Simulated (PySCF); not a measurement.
Vertical excitations of a molecule C4H7NSi from TDA-PBE/def2-SVPD in PySCF 2.14.0, as energy in eV (oscillator strength): 5.60 (0.255), 5.61 (0.009), 5.78 (0.001), 5.84 (0.000), 6.19 (0.007), 6.28 (0.104), 6.34 (0.001), 6.64 (0.001), 6.91 (0.076), 7.17 (0.002). Lowest triplet (TDA): 3.46 eV. Geometry: PBE0-D3(BJ)/def2-SVP. A frequency run showed that this geometry is not a minimum. The values are those of a single conformer.

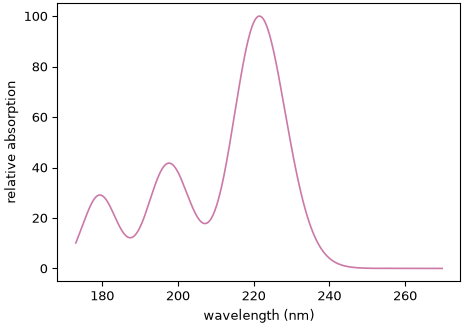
*The lines broadened by 0.4 eV.*

Q: Which structure fits?
(A) C/C(C#N)=C/[SiH3]
(B) C[SiH2]/C=C\C#N
(C) C=C[C@@H]1N=C[SiH2]1
(D) [SiH3]c1cc[nH]c1

A: A, C/C(C#N)=C/[SiH3]
